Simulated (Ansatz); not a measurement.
**C₂H₅NO₂Si: density, localisation and related maps**

The calculation's input:

```
crystal:
  periodic: [false, false, false]
  atoms:
    - {symbol: C, position_ang: [0.633459, -0.181888, 1.652195]}
    - {symbol: C, position_ang: [-0.882726, -1.478180, -0.953169]}
    - {symbol: N, position_ang: [-2.030701, -1.342169, -1.099221]}
    - {symbol: O, position_ang: [1.326654, -0.485668, 0.455947]}
    - {symbol: O, position_ang: [1.786204, -1.362660, -2.051323]}
    - {symbol: Si, position_ang: [0.959737, -1.635506, -0.660918]}
    - {symbol: H, position_ang: [-0.449235, -0.053932, 1.474214]}
    - {symbol: H, position_ang: [0.776740, -0.972081, 2.409888]}
    - {symbol: H, position_ang: [1.036516, 0.759275, 2.053357]}
    - {symbol: H, position_ang: [1.254492, -3.022460, -0.248661]}
    - {symbol: H, position_ang: [1.704951, -0.494140, -2.464000]}
basis:
  gaussian:
    orbitals: def2-SVPD
hamiltonian:
  xc: {name: PBE0}
output: {forces: true, orbitals: {seedname: orbitals}}
```

Command:

```sh
ansatz run input.yaml --threads 2 --pin off --max-ram 4350MiB --events-out events.jsonl --progress --plain --runs-dir runs
```

Geometry: r2SCAN-D4/def2-SVP.

Method: Ansatz 0.2.0, isolated molecule in a Gaussian basis; Kohn-Sham density functional theory, functional PBE0.

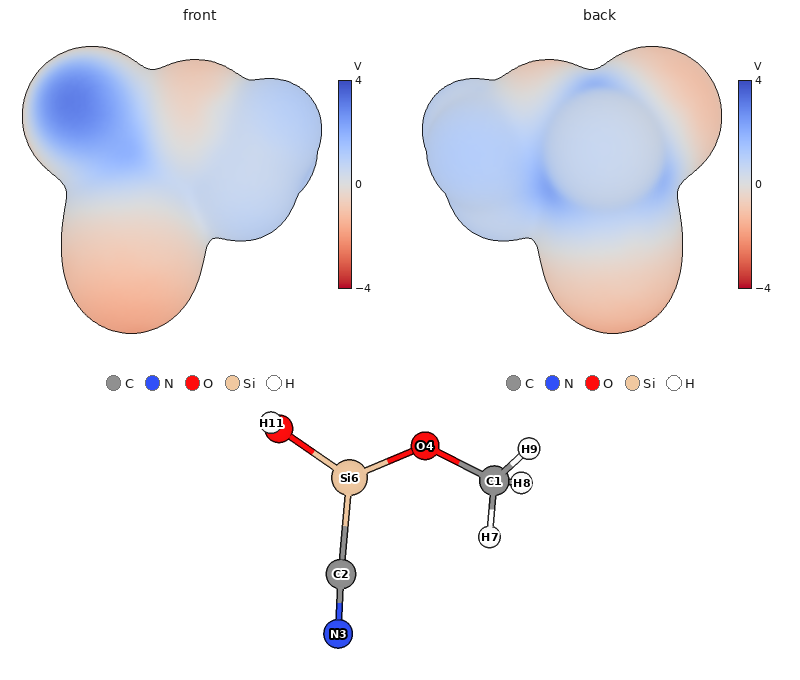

Figure 1. The electrostatic potential painted on the density surface at 0.002 e/bohr³, seen from the front and from behind; red is negative and blue positive. The bare structure is drawn below in the same view.

Where is the surface potential most negative and most positive?

Answer. The most negative region (about −1.7 V, or −39 kcal/mol for a unit charge) lies over N3, the most positive (about +2.9 V, or +67 kcal/mol for a unit charge) over H11. N3 is the likeliest acceptor of a hydrogen bond.

How polar is the molecule by this calculation?

Answer. Its dipole moment is 2.65 D.

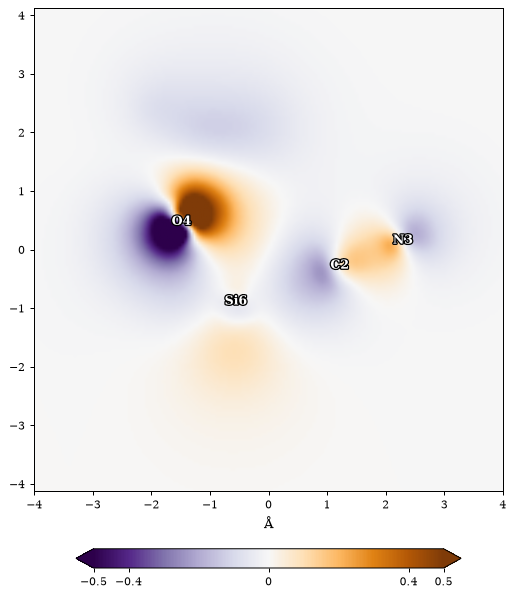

Figure 2. The HOMO on the plane of atoms C2, Si6 and O4 (values in Å⁻³ᐟ²; the overall sign is arbitrary).

Describe this orbital and give its energy.

Answer. Its weight (Hirshfeld) is mainly on O4 (about 50 %), C1 (about 15 %) and H8 (about 10 %). Its energy is −8.99 eV.

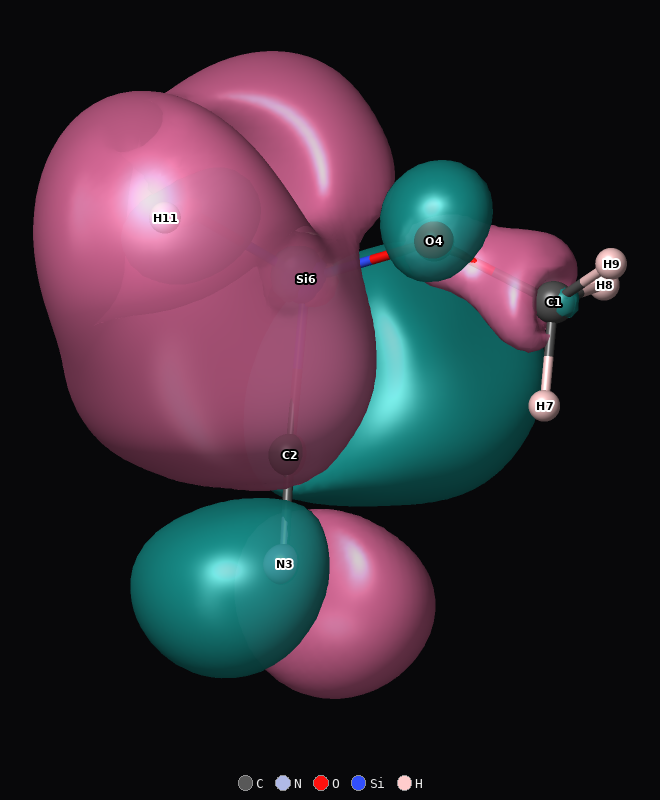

Figure 3. One frontier orbital at ±0.05 Å⁻³ᐟ² (teal and pink are the two phases), seen across its widest extent.

Which orbital is it: HOMO or LUMO?

Answer. The LUMO, at −0.92 eV. Its weight (Hirshfeld) is mainly on Si6 (about 30 %), N3 (about 25 %), C2 (about 25 %), H11 (about 10 %) and O5 (about 5 %).
